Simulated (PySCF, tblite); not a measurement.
**C5H9 radical: geometry, infrared bands and EPR parameters**

What infrared bands and EPR parameters should C5H9 radical (`C=[C]CCC`) show?

Programs: tblite 0.8.0 and PySCF 2.14.0, with density-fitted response routines of our own. Each step states its level of theory. These are calculated values for one molecule in the gas phase, unless marked as measured. Atoms are numbered from 0 throughout.

**1. The molecule as given**

14 atoms, charge 0, multiplicity 2; geometry from: force field or distance geometry start.

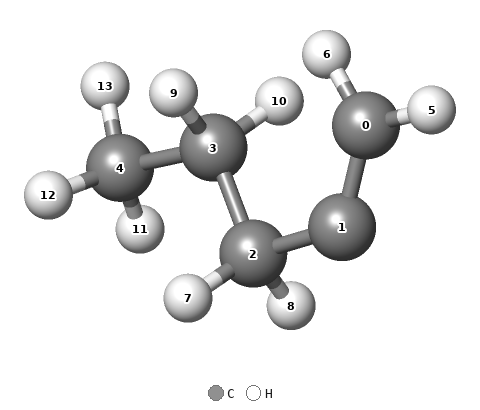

The starting geometry (carbon grey, hydrogen white), atoms numbered; sticks join atoms by distance.

**2. Optimising the geometry with GFN2-xTB**

What the job is given:

```
{"job": {"kind": "relax", "xc": "GFN2-xTB", "basis": "xTB"}, "charge": 0, "multiplicity": 2}
C      2.212200     0.434300     0.228700
C      1.769300    -0.613600    -0.428800
C      0.332000    -0.891900    -0.510100
C     -0.396300     0.285700     0.109600
C     -1.910600     0.075400     0.067100
H      3.277500     0.592800     0.268800
H      1.597500     1.176300     0.726700
H      0.092200    -1.845400    -0.008700
H      0.097600    -0.946900    -1.611500
H     -0.195500     0.368000     1.228500
H     -0.116900     1.241400    -0.355000
H     -2.283800    -0.166400    -0.943500
H     -2.157000    -0.751400     0.765100
H     -2.318800     1.041100     0.441000
```

Started as:

```sh
$ OMP_NUM_THREADS=1 python probes_run.py task.json out
```

This one command runs all jobs of the session in turn.

Log:

```text
step      E/eV     max force
  0    -412.13598    1.882
  1    -412.29258    1.329
  2    -412.36966    1.103
  3    -412.43725    0.717
  4    -412.49820    0.573
  5    -412.53711    0.532
  6    -412.57183    0.491
  7    -412.59464    0.370
  8    -412.60946    0.333
  9    -412.62591    0.322
 10    -412.64518    0.481
 11    -412.66589    0.466
 12    -412.68452    0.317
 13    -412.69889    0.311
 14    -412.71145    0.313
 15    -412.72240    0.268
 16    -412.72838    0.160
 17    -412.73196    0.137
 18    -412.73630    0.210
 19    -412.74221    0.284
 20    -412.74848    0.245
 21    -412.75309    0.161
 22    -412.75601    0.180
 23    -412.75907    0.181
 24    -412.76322    0.234
 25    -412.76723    0.187
 26    -412.77005    0.132
 27    -412.77213    0.112
 28    -412.77423    0.129
 29    -412.77622    0.139
 30    -412.77750    0.093
 31    -412.77810    0.066
 32    -412.77849    0.049
 33    -412.77889    0.066
 34    -412.77922    0.049
 35    -412.77939    0.023
 36    -412.77947    0.021
 37    -412.77951    0.018
 38    -412.77955    0.015
 39    -412.77957    0.010
```

It took 0.11 s on 1 thread of Arm Neoverse V2, shared host.

Relaxation path: (not every step is listed)

| step | energy from step 0 (eV) | largest force (eV/Å) |
| --- | --- | --- |
| 0 | 0.0000 | 1.8817 |
| 1 | -0.1566 | 1.3294 |
| 2 | -0.2337 | 1.1034 |
| 3 | -0.3013 | 0.7167 |
| 4 | -0.3622 | 0.5729 |
| 5 | -0.4011 | 0.5321 |
| 6 | -0.4358 | 0.4914 |
| 7 | -0.4587 | 0.3703 |
| 8 | -0.4735 | 0.3334 |
| 10 | -0.5092 | 0.4810 |
| 12 | -0.5485 | 0.3170 |
| 14 | -0.5755 | 0.3127 |
| 16 | -0.5924 | 0.1597 |
| 18 | -0.6003 | 0.2101 |
| 20 | -0.6125 | 0.2450 |
| 22 | -0.6200 | 0.1802 |
| 24 | -0.6272 | 0.2343 |
| 26 | -0.6341 | 0.1319 |
| 28 | -0.6382 | 0.1290 |
| 30 | -0.6415 | 0.0933 |
| 32 | -0.6425 | 0.0488 |
| 34 | -0.6432 | 0.0491 |
| 35 | -0.6434 | 0.0230 |
| 36 | -0.6435 | 0.0215 |
| 37 | -0.6435 | 0.0180 |
| 38 | -0.6436 | 0.0148 |
| 39 | -0.6436 | 0.0100 |

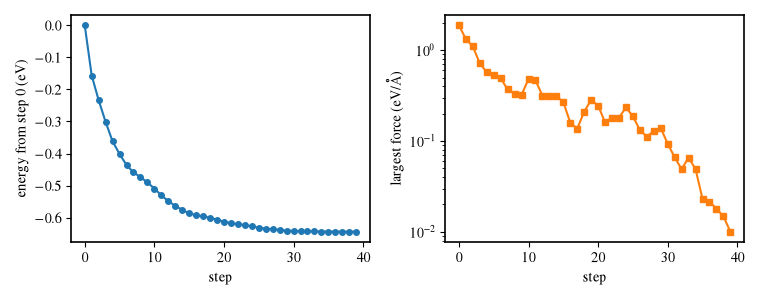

Energy and largest force along the relaxation.

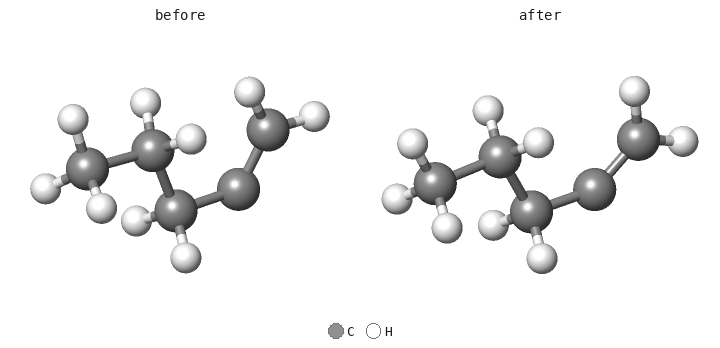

Before and after, at one scale.

Close pairs (by a distance rule), those that changed most:

| bond | before (Å) | after (Å) | change (Å) |
| --- | --- | --- | --- |
| C3–H9 | 1.140 | 1.091 | -0.048 |
| C2–H8 | 1.127 | 1.095 | -0.032 |
| C2–C3 | 1.517 | 1.544 | +0.027 |
| C4–H13 | 1.113 | 1.088 | -0.025 |
| C4–H12 | 1.110 | 1.088 | -0.022 |
| C0–C1 | 1.314 | 1.293 | -0.021 |
| C4–H11 | 1.104 | 1.088 | -0.016 |
| C1–C2 | 1.466 | 1.454 | -0.012 |

The next job starts from the end point, and lists it.

**3. Infrared spectrum with GFN2-xTB**

What the job is given:

```
{"job": {"kind": "ir", "xc": "GFN2-xTB", "basis": "xTB"}, "charge": 0, "multiplicity": 2}
C      2.575707     0.396026     0.202890
C      1.731529    -0.454779    -0.282610
C      0.313076    -0.742993    -0.421950
C     -0.598622     0.354344     0.168514
C     -2.067534    -0.017319     0.026057
H      3.643625     0.265806     0.100118
H      2.292083     1.300715     0.747475
H      0.092103    -1.693229     0.075097
H      0.076394    -0.865097    -1.484079
H     -0.349970     0.489691     1.222412
H     -0.399771     1.294923    -0.348157
H     -2.321951    -0.179490    -1.019401
H     -2.287454    -0.928311     0.579065
H     -2.699892     0.779240     0.412403
```

Log:

```text
mode    cm-1     km/mol
  1      79.4      0.57
  2     122.7      3.15
  3     145.3      0.91
  4     230.8      0.03
  5     316.9      1.90
  6     428.4      0.51
  7     468.8      4.31
  8     776.3     15.05
  9     847.0     21.77
 10     895.5      4.51
 11     902.8      3.48
 12     941.5      1.41
 13    1011.3     12.27
 14    1075.5      4.65
 15    1088.3      0.70
 16    1096.0      5.12
 17    1222.8      0.22
 18    1258.5      0.08
 19    1273.4      0.31
 20    1326.4      5.75
 21    1381.0      0.72
 22    1413.3      1.03
 23    1451.3      2.55
 24    1493.6      0.12
 25    1501.9      3.10
 26    1503.4      1.59
 27    1813.3     78.77
 28    2841.2     28.54
 29    2926.5     26.42
 30    2944.7     31.81
 31    2981.5     43.78
 32    2993.0     24.27
 33    3028.4     50.10
 34    3029.2     58.77
 35    3034.5     31.85
 36    3040.2     20.42
```

Run time: 0.19 s. Hardware: 1 thread of Arm Neoverse V2, shared host.

Which atoms move in the most intense modes:

| cm⁻¹ | km/mol | atoms |
| --- | --- | --- |
| 1813 | 78.8 | C1 60 %, C0 36 % |
| 2841 | 28.5 | H6 93 % |
| 2926 | 26.4 | H8 51 %, H7 39 % |
| 2945 | 31.8 | H7 53 %, H8 42 % |
| 2982 | 43.8 | H10 50 %, H9 37 % |
| 3028 | 50.1 | H13 63 %, H12 15 %, H11 11 % |
| 3029 | 58.8 | H12 46 %, H11 42 % |
| 3034 | 31.9 | H11 38 %, H12 30 %, H13 29 % |

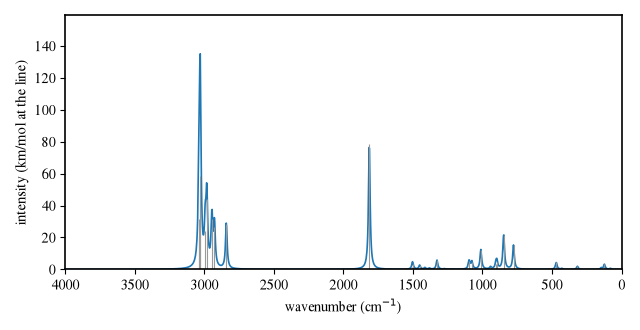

The infrared spectrum from these modes, unscaled. Lines are broadened to a width of 14 cm⁻¹ (Lorentzian).

**4. g tensor and hyperfine couplings: B3LYP/pcH-1**

Settings changed since step 3:

```diff
@@ -1,2 +1,2 @@
-{"job": {"kind": "ir", "xc": "GFN2-xTB", "basis": "xTB"}, "charge": 0, "multiplicity": 2}
+{"job": {"kind": "epr", "basis": "pcH-1"}, "charge": 0, "multiplicity": 2}
 C      2.575707     0.396026     0.202890
```

With the program's defaults for keys left out, this is: UKS B3LYP, pcH-1 on C H, non-relativistic, mean-field spin-orbit, GIAO.

Log:

```text
UKS, coarse grid
  cycle   1  E = -195.82300223  |g| = 3.11e-01
  cycle   2  E = -195.81378895  |g| = 3.48e-01
  cycle   3  E = -195.87616170  |g| = 4.10e-02
  cycle   4  E = -195.87652347  |g| = 3.36e-02
  cycle   5  E = -195.87713442  |g| = 7.38e-03
  cycle   6  E = -195.87717298  |g| = 3.76e-03
  cycle   7  E = -195.87718979  |g| = 1.36e-03
  cycle   8  E = -195.87719614  |g| = 5.39e-04
UKS, final grid
  cycle   1  E = -195.87719093  |g| = 4.34e-04
  cycle   2  E = -195.87719111  |g| = 5.07e-04
  cycle   3  E = -195.87719127  |g| = 1.68e-04
  cycle   4  E = -195.87719133  |g| = 1.54e-04
  cycle   5  E = -195.87719137  |g| = 2.85e-05
  cycle   6  E = -195.87719137  |g| = 4.06e-06
E = -195.87719137 Eh   <S^2> = 0.7581 (exact 0.7500)
g shifts (ppm)      1          2          3
  rmc          -152       -152       -152
  gc             33          7         -4
  oz_so        -714        -51        771
  total        -834       -197        615
hyperfine (MHz)  atom isotope    a_iso     a_fc   dipolar eigenvalues
    0   13C      -7.27      -7.27    -17.15      1.70     15.45
    1   13C     261.09     261.09    -81.78    -62.32    144.10
    2   13C       9.48       9.48     -4.88     -4.44      9.33
    3   13C      57.73      57.73     -7.01     -6.83     13.84
    4   13C       4.24       4.24     -1.32     -1.26      2.58
    5    1H     119.76     119.76     -6.34     -5.21     11.55
    6    1H     181.11     181.11     -4.51     -1.94      6.45
    7    1H      21.35      21.35     -6.80     -5.03     11.83
    8    1H      28.89      28.89     -6.88     -5.21     12.09
    9    1H      -4.71      -4.71     -4.93     -1.50      6.42
   10    1H      -4.72      -4.72     -4.79     -1.59      6.38
   11    1H       0.03       0.03     -1.66     -0.84      2.50
   12    1H      -0.03      -0.03     -1.64     -0.85      2.49
   13    1H       8.34       8.34     -1.44     -0.47      1.91
```

Run time: 28 s. Hardware: 1 thread of Arm Neoverse V2, shared host; peak memory 0.81 GiB.

Principal g values 2.00149, 2.00212, 2.00293; g(iso) = 2.00218, against 2.00232 for a free electron.

Mean a(iso) over the nuclei that a row names, and the largest dipolar term of the row (other rows stand at the frozen geometry):

| nuclei | isotope | a(iso) (MHz) | a(iso) (G, at g = 2.0023) | largest dipolar term (MHz) |
| --- | --- | --- | --- | --- |
| C1 | 13C | 261.1 | 93.2 | 144.1 |
| H6 | 1H | 181.1 | 64.6 | 6.4 |
| H5 | 1H | 119.8 | 42.7 | 11.5 |
| C3 | 13C | 57.7 | 20.6 | 13.8 |
| H7, H8 | 1H | 25.1 | 9.0 | 12.1 |
| C2 | 13C | 9.5 | 3.4 | 9.3 |
| C0 | 13C | -7.3 | -2.6 | -17.1 |
| H9, H10 | 1H | -4.7 | -1.7 | 6.4 |
| C4 | 13C | 4.2 | 1.5 | 2.6 |
| H11, H12, H13 | 1H | 2.8 | 1.0 | 2.5 |

Mulliken spin populations:

C0 -0.16; C1 0.99; C2 -0.05; C3 0.06; C4 0.01; H5 0.05; H6 0.09; H7 0.01; H8 0.01; H9 0.00; H10 0.00; H11 0.00; H12 0.00; H13 0.00

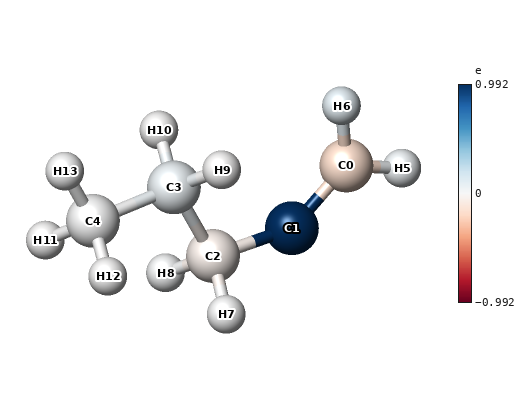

Mulliken spin populations, as colours on the atoms.

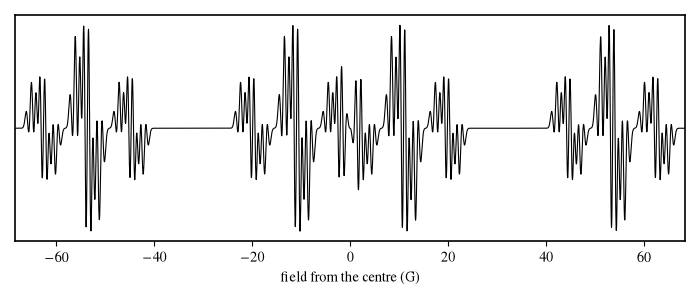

First-order isotropic spectrum (first derivative, main isotopes with spin only, couplings over 0.8 MHz, Gaussian width 0.3 G; couplings of the frozen geometry, rotation of groups not averaged beyond the rows shown).

The fields below are evaluated on a grid from the run's orbitals.

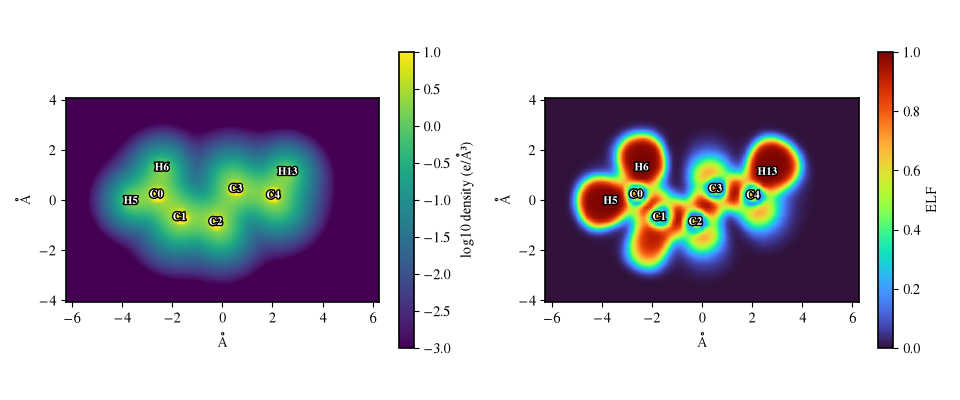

Density (left) and ELF (right) in a plane through or near 8 of the atoms.

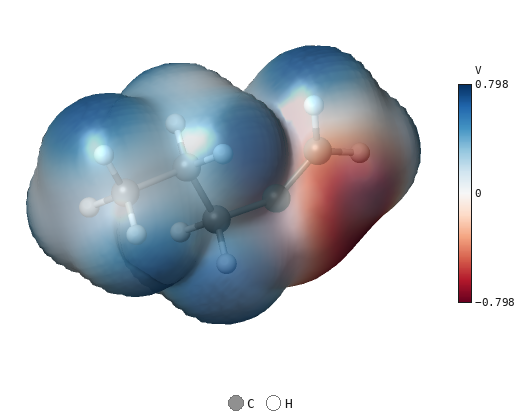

Electrostatic potential on the surface of density 0.002 e/bohr³; red is low, blue high. It runs from -0.80 V near C0 to 0.70 V near H8.

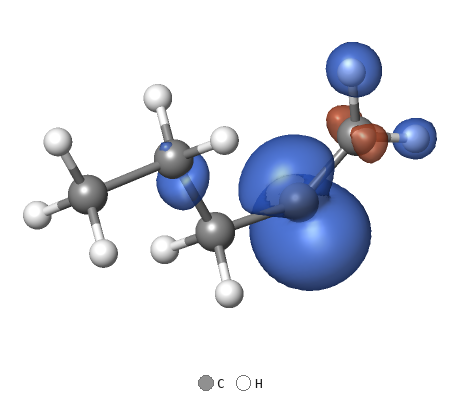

Spin density at ±0.05 e/Å³ (alpha excess blue, beta excess red).

**5. Results**

```
                                 quantity                 value
strongest single infrared mode (GFN2-xTB)  1813 cm⁻¹, 79 km/mol
             zero-point energy (GFN2-xTB)         75.6 kcal/mol
                           g(iso) (B3LYP)               2.00218
                                     ⟨S²⟩    0.758 (exact 0.75)
       largest a(iso) (averaged by class)  13C on C1, 261.1 MHz
    surface potential, least and greatest    -0.80 V and 0.70 V
```

In words: Over 39 steps the energy fell by 0.644 eV; of the close pairs, C3–H9 changed most, 1.140 to 1.091 Å. No mode is imaginary among the 36: a minimum at this level. The strongest single mode, at 1813 cm⁻¹, moves mainly C1 and C0. Unscaled tight-binding wavenumbers are off by several per cent, some by more. Its intensities can rank the bands wrongly. Most of the unpaired spin sits on C1 (0.99 e). The isotropic g lies 0.1 ppt below the free-electron value.
